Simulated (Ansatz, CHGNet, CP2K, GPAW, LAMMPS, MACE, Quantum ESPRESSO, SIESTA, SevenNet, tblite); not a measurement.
## CP2K on amorphous Si (114 atoms): settings against a plane-wave reference

Wanted: CP2K inputs and outputs for amorphous Si (114 atoms), checked against a plane-wave reference.

Method: the method is named at each step, in CP2K 2026.2.

**1. Starting point**

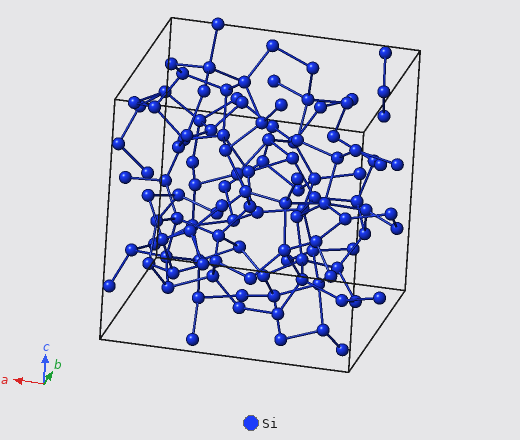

The starting structure, seen from a free direction (silicon blue). Some periodic images of atoms are drawn too.

The cell holds 114 atoms: 114 Si. Its edges and angles: a = 13.280 Å, b = 13.280 Å, c = 13.280 Å, α = 90.0°, β = 90.0°, γ = 90.0°. 114 atoms (114 Si) placed at random at 2.27 g/cm³, melted at 3500 K for 10 ps at fixed volume with the Tersoff potential (Tersoff, Phys. Rev. B 39, 5566 (1989)). Quenched from 3500 K to 700 K at 10 K/ps and fixed volume, annealed at 1200 K for 20 ps, held 5 ps.

The yardstick, on the same geometry:

* method: Kohn-Sham DFT, PBE, SSSP efficiency 1.3.0 pseudopotentials, plane waves (Quantum ESPRESSO 7.5); sssp-pbe-1.3.0-efficiency, cutoffs 45/360 Ry, Γ point
* r.m.s. force component: 0.8128 eV/Å
* longest force: 3.968 eV/Å
* pressure: 0.7543 GPa
* time: 4.5 min on 4 MPI ranks of Arm Neoverse V2, shared host
* CPU time: 18 min

**2. PBE, DZVP-UZH, 350/50 Ry, diagonalisation**

Method: Kohn-Sham DFT, PBE, GTH-PBE pseudopotentials, Gaussian and plane waves, DZVP-MOLOPT (UZH set), diagonalisation.

input.inp

```
&GLOBAL
  PROJECT cell
  RUN_TYPE ENERGY_FORCE
  PRINT_LEVEL LOW
&END GLOBAL
&FORCE_EVAL
  METHOD QS
  STRESS_TENSOR ANALYTICAL
  &DFT
    BASIS_SET_FILE_NAME BASIS_MOLOPT_UZH
    POTENTIAL_FILE_NAME POTENTIAL_UZH
    &MGRID
      CUTOFF 350
      REL_CUTOFF 50
    &END MGRID
    &QS
      EPS_DEFAULT 1.0E-12
    &END QS
    &SCF
      SCF_GUESS ATOMIC
      EPS_SCF 1.0E-06
      MAX_SCF 200
      ADDED_MOS 51
      &DIAGONALIZATION
        ALGORITHM STANDARD
      &END DIAGONALIZATION
      &SMEAR ON
        METHOD FERMI_DIRAC
        ELECTRONIC_TEMPERATURE [K] 580
      &END SMEAR
      &MIXING
        METHOD BROYDEN_MIXING
        ALPHA 0.15
        NBROYDEN 8
      &END MIXING
      &PRINT
        &RESTART OFF
        &END RESTART
      &END PRINT
    &END SCF
    &XC
      &XC_FUNCTIONAL PBE
      &END XC_FUNCTIONAL
    &END XC
    &PRINT
      &MULLIKEN ON
      &END MULLIKEN
      &LOWDIN ON
      &END LOWDIN
      &MO ON
        EIGENVALUES T
        OCCUPATION_NUMBERS T
        MO_INDEX_RANGE 217 240
        &EACH
          QS_SCF 0
        &END EACH
        ADD_LAST NUMERIC
      &END MO
    &END PRINT
  &END DFT
  &SUBSYS
    &CELL
      A 13.28010 0.00000 0.00000
      B 0.00000 13.28010 0.00000
      C 0.00000 0.00000 13.28010
    &END CELL
    &COORD
      Si 3.62162 6.04603 7.11481
      Si 8.72011 10.94333 11.13417
      Si 3.72427 3.78084 7.24151
      Si 9.09687 4.90022 10.47309
      Si 4.16836 6.47086 3.45787
      Si 4.06437 1.77927 0.64422
      Si 7.26860 7.28188 5.69982
      Si 10.72408 0.12762 5.57924
      Si 4.43024 8.11892 1.76400
      Si 3.62932 0.08061 5.65626
      Si 4.62519 12.02872 2.49892
      Si 11.26179 4.52772 7.51468
      Si 9.02808 7.86262 9.20112
      Si 1.28272 5.67379 7.35372
      Si 0.83744 7.26740 9.10670
      Si 12.23403 1.65311 4.52559
      Si 11.48476 8.33419 12.12473
      Si 2.76107 2.27037 5.58574
      Si 9.23711 9.68624 7.71786
      Si 4.76025 7.32225 5.47299
      Si 6.00287 3.12999 6.96701
      Si 11.31212 8.26500 1.12323
      Si 8.48479 5.61589 4.47978
      Si 0.61606 1.01633 0.82111
      Si 9.51506 9.82674 4.14658
      Si 7.32451 6.65599 7.82981
      Si 11.80667 9.99739 7.43739
      Si 7.50445 9.75742 0.83598
      Si 5.99836 0.51992 3.25057
      Si 2.33398 8.48917 0.76507
      Si 12.21450 1.35138 12.60242
      Si 3.05256 2.99148 9.27296
      Si 8.75105 6.06569 2.06638
      Si 2.06745 2.82587 1.09242
      Si 9.24521 1.41486 9.87880
      Si 10.77428 13.18435 0.01859
      Si 0.81234 12.35647 4.44326
      Si 6.03979 10.44958 4.97366
      Si 3.40913 10.26950 7.89382
      Si 6.77272 0.85789 7.18892
      Si 5.98654 12.83389 5.51748
      Si 11.37321 12.27812 2.07927
      Si 0.70185 10.23391 0.52802
      Si 13.27598 10.14879 4.50740
      Si 0.91912 9.40098 8.16487
      Si 9.78225 12.33482 3.67527
      Si 5.32559 0.41460 10.79473
      Si 8.74800 2.29626 4.20674
      Si 5.06503 9.79925 11.06684
      Si 1.44434 8.94999 5.73740
      Si 5.10487 6.98653 8.77084
      Si 0.98937 6.75399 5.23595
      Si 13.23070 3.74565 7.69024
      Si 3.80063 9.61612 5.54989
      Si 9.32834 3.00688 11.63350
      Si 3.40010 0.63107 9.41360
[... 54 atom lines left out ...]
      Si 11.37454 3.54738 12.75673
      Si 8.48346 0.54913 0.46680
      Si 8.30750 0.50212 2.81419
      Si 2.92614 12.51464 7.61693
    &END COORD
    &KIND Si
      BASIS_SET DZVP-MOLOPT-PBE-GTH-q4
      POTENTIAL GTH-PBE-q4
    &END KIND
  &END SUBSYS
  &PRINT
    &FORCES ON
    &END FORCES
    &STRESS_TENSOR ON
    &END STRESS_TENSOR
  &END PRINT
&END FORCE_EVAL
```

On the command line:

```
$ OMP_NUM_THREADS=1 mpirun -np 4 cp2k.psmp -i input.inp > output.txt
```

Numbers of over 12 decimals in the logs are rounded to 6 here.

Log:

```text
CP2K| version string:                                       CP2K version 2026.2
 CP2K| Input file name                                                 input.inp
 GLOBAL| Basis set file name                                    BASIS_MOLOPT_UZH
 GLOBAL| Potential file name                                       POTENTIAL_UZH
 GLOBAL| Run type                                                   ENERGY_FORCE
 GLOBAL| Total number of message passing processes                             4
 GLOBAL| Number of threads for this process                                    1
 TOTAL NUMBERS AND MAXIMUM NUMBERS
  Total number of            - Atomic kinds:                                   1
                             - Atoms:                                        114
                             - Shell sets:                                   114
                             - Shells:                                       570
                             - Primitive Cartesian functions:                456
                             - Cartesian basis functions:                   1596
                             - Spherical basis functions:                   1482
  Maximum angular momentum of- Orbital basis functions:                        2
                             - Local part of the GTH pseudopotential:          0
                             - Non-local part of the GTH pseudopotential:      2
 SCF PARAMETERS         Density guess:                                    ATOMIC
                        max_scf:                                             200
                        eps_scf:                                        1.00E-06
                        added MOs                                        51    0
                        Mixing method:                            BROYDEN_MIXING
                                                charge density mixing in g-space
                        Smear method:                                FERMI_DIRAC
                        Electronic temperature [K]:                        580.0
                        Electronic temperature [a.u.]:                  1.84E-03
                        Accuracy threshold:                             1.00E-10
 Extrapolation method: initial_guess
 Number of electrons:                                                        456
 Number of occupied orbitals:                                                228
 Number of molecular orbitals:                                               279
 Number of orbital functions:                                               1482
 Number of independent orbital functions:                                   1482
 SCF WAVEFUNCTION OPTIMIZATION
  Step     Update method      Time    Convergence         Total energy    Change
     1 NoMix/Diag. 0.15E+00    5.0     0.54835276      -454.5488356834 -4.55E+02
     2 Broy./Diag. 0.15E+00    6.5     0.01468353      -451.1411308025  3.41E+00
     3 Broy./Diag. 0.15E+00    6.5     0.06376166      -447.2061944906  3.93E+00
     4 Broy./Diag. 0.15E+00    6.5     0.03656607      -448.7463766745 -1.54E+00
     5 Broy./Diag. 0.15E+00    6.5     0.01188261      -448.0369314654  7.09E-01
     6 Broy./Diag. 0.15E+00    6.5     0.00720435      -447.7856404442  2.51E-01
     7 Broy./Diag. 0.15E+00    6.5     0.00304168      -447.6285928193  1.57E-01
[...]
17 Broy./Diag. 0.15E+00    6.6     0.00000116      -447.4674777103 -1.24E-04
    18 Broy./Diag. 0.15E+00    6.6     0.00000149      -447.4675524321 -7.47E-05
    19 Broy./Diag. 0.15E+00    6.6     0.00000061      -447.4675644571 -1.20E-05
  *** SCF run converged in    19 steps ***
  Electronic density on regular grids:       -455.9999999999        0.0000000001
  Core density on regular grids:              455.9999999991       -0.0000000009
  Total charge density on r-space grids:       -0.0000000008
  Total charge density g-space grids:          -0.0000000008
  Overlap energy of the core charge distribution:               2.3995e-09
  Self energy of the core charge distribution:              -1169.457322
  Core Hamiltonian energy:                                    247.324384
  Hartree energy:                                             611.451359
  Exchange-correlation energy:                               -136.780546
  Electronic entropic energy:                                  -0.00543948
  Fermi energy:                                                 0.194007
  Total energy:                                              -447.467564
  Total energy (extrapolated to T->0):                       -447.464845
 MO| EIGENVALUES AND OCCUPATION NUMBERS
 MO|
 MO|  Index      Eigenvalue [a.u.]        Eigenvalue [eV]             Occupation
 MO|    217               0.157589               4.288208               2.000000
 MO|    218               0.161037               4.382049               2.000000
 MO|    219               0.162673               4.426566               2.000000
 MO|    220               0.163443               4.447517               2.000000
 MO|    221               0.167292               4.552255               1.999999
 MO|    222               0.169203               4.604246               1.999997
[...]
MO|    238               0.228806               6.226126               0.000000
 MO|    239               0.231110               6.288810               0.000000
 MO|    240               0.233442               6.352285               0.000000
 MO| Sum:                                                             456.000000
 MO| E(Fermi):            0.194007 a.u.          5.279191 eV
 !-----------------------------------------------------------------------------!
                     Mulliken Population Analysis
 #  Atom  Element  Kind  Atomic population                           Net charge
       1     Si       1          4.003612                             -0.003612
       2     Si       1          4.001361                             -0.001361
       3     Si       1          4.015096                             -0.015096
       4     Si       1          3.986288                              0.013712
       5     Si       1          3.976310                              0.023690
       6     Si       1          3.988860                              0.011140
[...]
# Total charge                            456.000000                  0.000000
 !-----------------------------------------------------------------------------!
 LOWDIN POPULATION ANALYSIS
 #  Atom  Element  Kind  Atomic population                           Net charge
[...]
112     Si       1          4.011807                             -0.011807
     113     Si       1          4.041912                             -0.041912
     114     Si       1          4.036463                             -0.036463
 # Total charge                            456.000000                  0.000000
 ENERGY| Total FORCE_EVAL ( QS ) energy [hartree]           -447.467552
 FORCES| Atomic forces [hartree/bohr]
 FORCES|   Atom     x               y               z               |f|
 FORCES|      1  4.50829873E-03  7.59433797E-03 -2.25114752E-04   8.83455734E-03
 FORCES|      2 -1.12554486E-02 -1.22679356E-02  8.75498957E-03   1.88105611E-02
 FORCES|      3  1.68364322E-02 -1.64905075E-02 -2.24523409E-02   3.25501136E-02
 FORCES|      4  8.66018303E-03  9.51624685E-03 -2.15397057E-02   2.50901703E-02
 FORCES|      5  2.12231461E-02 -1.25091790E-02 -1.41488777E-02   2.84093687E-02
 FORCES|      6 -5.06884176E-04 -1.92363675E-02 -4.81296303E-03   1.98358105E-02
[...]
FORCES|    112  7.93281288E-03  2.67960765E-02  1.28393562E-02   3.07539966E-02
 FORCES|    113 -2.22786939E-02  8.91893552E-03 -1.53662609E-02   2.84957819E-02
 FORCES|    114 -7.51004929E-04  2.97030241E-03  1.13219208E-02   1.17291344E-02
 FORCES| Sum    -2.38856185E-07 -1.50048815E-07 -3.26331166E-07
 FORCES| Total atomic force                                       4.31345516E-07
 STRESS| Analytical stress tensor [bar]
 STRESS|                        x                   y                   z
 STRESS|      x        1.15506298506E+04   6.31804451368E+03  -3.57719569031E+03
 STRESS|      y        6.31804451368E+03  -3.19953571555E+03  -1.00043836063E+04
 STRESS|      z       -3.57719569031E+03  -1.00043836063E+04   7.65609836699E+03
 STRESS| 1/3 Trace                                             5.33573083402E+03
```

It took 2.4 min on 4 MPI ranks of Arm Neoverse V2, shared host; peak memory 4 GiB; 9.6 min of CPU time.

Banners, paths, timers and routine set-up lines are dropped from the logs unmarked, and long logs keep their key lines alone; longer cuts are marked.

Against the reference:

```
r.m.s. force component                  : 0.8192 eV/Å
r.m.s. difference of force components   : 37.06 meV/Å
longest difference of force vectors     : 131.4 meV/Å
force difference over r.m.s. force      : 4.559 %
slope of forces against the reference's : 1.007
correlation of force components         : 0.999
pressure                                : 0.5336 GPa
pressure difference                     : -0.2207 GPa
```

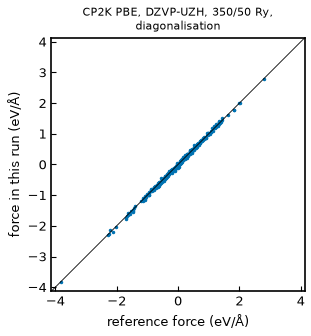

Force components against those of the reference; the line marks equality.

A closer look about Si72, whose charge lies farthest from its element's mean: 9 atoms, nearest first, numbered in the order of the input, with positions taken from that point.

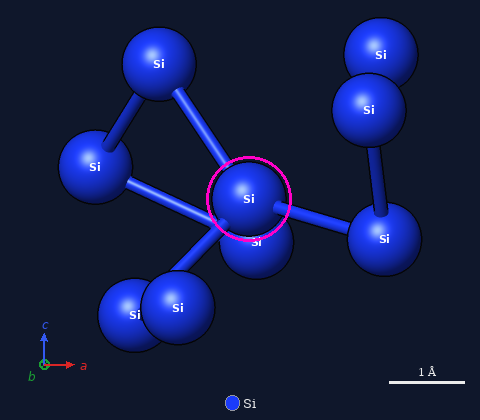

The atoms of the table, within 3.7 Å (arrows a, b, c point along x, y, z); some may hide others; the central atom is ringed.

| atom | x | y | z | distance (Å) | bonds | Mulliken charge (e) | Fx | Fy | Fz (eV/Å) |
| --- | --- | --- | --- | --- | --- | --- | --- | --- | --- |
| Si72 | 0.00 | 0.00 | 0.00 | 0.00 | 5 | -0.07 | 0.15 | 1.40 | -0.56 |
| Si88 | 1.94 | -1.26 | -0.44 | 2.36 | 4 | -0.01 | 0.97 | 0.02 | -0.35 |
| Si21 | -1.41 | -1.11 | -1.55 | 2.37 | 4 | 0.02 | 0.43 | -0.22 | -0.60 |
| Si73 | -1.33 | 1.01 | 1.74 | 2.41 | 4 | 0.04 | 1.40 | 1.09 | -0.45 |
| Si26 | -0.09 | 2.42 | -0.69 | 2.52 | 4 | 0.05 | 0.38 | -1.08 | 2.01 |
| Si4 | 1.68 | 0.66 | 1.95 | 2.66 | 4 | 0.01 | 0.45 | 0.49 | -1.11 |
| Si51 | -2.31 | 2.75 | 0.25 | 3.60 | 5 | -0.07 | -0.05 | 0.36 | 0.62 |
| Si35 | 1.83 | -2.82 | 1.36 | 3.63 | 4 | 0.00 | 0.47 | -0.81 | -0.65 |
| Si40 | -0.64 | -3.38 | -1.33 | 3.69 | 4 | -0.01 | 1.03 | 0.36 | -0.08 |

Forces lie 4.6 % from the reference's, at 0.53 times its CPU time.

**3. GFN1-xTB, diagonalisation**

Method: GFN1-xTB tight binding (the program's own implementation), diagonalisation.

input.inp

```
&GLOBAL
  PROJECT cell
  RUN_TYPE ENERGY_FORCE
  PRINT_LEVEL LOW
&END GLOBAL
&FORCE_EVAL
  METHOD QS
  STRESS_TENSOR ANALYTICAL
  &DFT
    &QS
      METHOD XTB
      &XTB
        GFN_TYPE 1
        DO_EWALD T
        CHECK_ATOMIC_CHARGES F
      &END XTB
    &END QS
    &SCF
      SCF_GUESS ATOMIC
      EPS_SCF 1.0E-06
      MAX_SCF 200
      ADDED_MOS 85
      &DIAGONALIZATION
        ALGORITHM STANDARD
      &END DIAGONALIZATION
      &SMEAR ON
        METHOD FERMI_DIRAC
        ELECTRONIC_TEMPERATURE [K] 580
      &END SMEAR
      &MIXING
        METHOD BROYDEN_MIXING
        ALPHA 0.15
        NBROYDEN 8
      &END MIXING
      &PRINT
        &RESTART OFF
        &END RESTART
      &END PRINT
    &END SCF
    &PRINT
      &MULLIKEN ON
      &END MULLIKEN
    &END PRINT
  &END DFT
  &SUBSYS
    &CELL
      A 13.28010 0.00000 0.00000
      B 0.00000 13.28010 0.00000
      C 0.00000 0.00000 13.28010
    &END CELL
    &COORD
[... 114 atom lines left out: the same atoms as in the first run ...]
    &END COORD
  &END SUBSYS
  &PRINT
    &FORCES ON
    &END FORCES
    &STRESS_TENSOR ON
    &END STRESS_TENSOR
  &END PRINT
&END FORCE_EVAL
```

On the command line:

```
$ OMP_NUM_THREADS=1 cp2k.psmp -i input.inp > output.txt
```

Log:

```text
CP2K| version string:                                       CP2K version 2026.2
 CP2K| Input file name                                                 input.inp
 GLOBAL| Basis set file name                                           BASIS_SET
 GLOBAL| Potential file name                                           POTENTIAL
 GLOBAL| Run type                                                   ENERGY_FORCE
 GLOBAL| Total number of message passing processes                             1
 GLOBAL| Number of threads for this process                                    1
                  #####   #####        #          ####### ######
                 #     # #     #      #              #    #     #
                 #     # #           #    ##   ##    #    #     #
[... lines left out ...]
                        Smear method:                                FERMI_DIRAC
[... lines left out ...]
 Number of electrons:                                                        456
[... lines left out ...]
  Step     Update method      Time    Convergence         Total energy    Change
[... lines left out ...]
  *** SCF run converged in   108 steps ***
[... lines left out ...]
  Fermi energy:                                                -0.450306
  Total energy:                                              -208.808717
  Total energy (extrapolated to T->0):                       -208.806616
 MULLIKEN POPULATION ANALYSIS
  # Atom   Element   Kind        Atomic population                    Net charge
       1     Si         1                 4.016482                     -0.016482
       2     Si         1                 4.010214                     -0.010214
       3     Si         1                 3.983522                      0.016478
[...]
113     Si         1                 4.035416                     -0.035416
     114     Si         1                 4.017310                     -0.017310
 # Total charge                         456.000000                      0.000000
 ENERGY| Total FORCE_EVAL ( QS ) energy [hartree]           -208.808717
 FORCES| Atomic forces [hartree/bohr]
 FORCES|   Atom     x               y               z               |f|
 FORCES|      1  1.04326206E-02  1.31791752E-02 -2.14689953E-03   1.69451884E-02
 FORCES|      2 -8.45702595E-03 -1.30165043E-02  8.57772658E-03   1.77349391E-02
 FORCES|      3  1.77533551E-02 -2.27273759E-02 -2.92178340E-02   4.10535876E-02
[...]
FORCES|    113 -2.70321870E-02  1.10638021E-02 -1.94301087E-02   3.50809916E-02
 FORCES|    114 -4.59540338E-04 -1.59919865E-03  2.54835558E-02   2.55378196E-02
 FORCES| Sum     1.20931910E-14 -1.01262315E-14  1.01377240E-14
 FORCES| Total atomic force                                       1.87499141E-14
 STRESS| Analytical stress tensor [bar]
 STRESS|                        x                   y                   z
 STRESS|      x        7.76798599950E+04   5.86931800632E+03  -4.51155180770E+03
 STRESS|      y        5.86931800632E+03   5.85150345091E+04  -1.10371714306E+04
 STRESS|      z       -4.51155180770E+03  -1.10371714306E+04   7.17881153781E+04
 STRESS| 1/3 Trace                                             6.93276699607E+04
```

The job ended after 56 s (1 thread; peak memory 0.34 GiB).

Compared with the plane-wave run:

```
r.m.s. force component                  : 0.9755 eV/Å
r.m.s. difference of force components   : 238.7 meV/Å
longest difference of force vectors     : 1170 meV/Å
force difference over r.m.s. force      : 29.37 %
slope of forces against the reference's : 1.177
correlation of force components         : 0.9808
pressure                                : 6.933 GPa
pressure difference                     : 6.178 GPa
```

Against the first run (4.6 %), the force difference from the reference is 29 %, at 0.097 times the CPU time (on 1 against 4 cores) (108 SCF steps against 19); the model has changed, so this is no error of the program alone.

(Continued in part 2 of 3.)

[Also dropped from logs without a mark: logging warnings of Python, and SIESTA's first energy breakdown and zero terms.]

[Logs are printed without paths, hosts, clocks, repeated set-up lines and the standing remarks that a program may print on its own settings, such as how far it seeks lower states.]

[Hosts, paths, dates, database ids (printed as entryN), source tags and the programs' standing remarks are cut or masked in the printed files.]
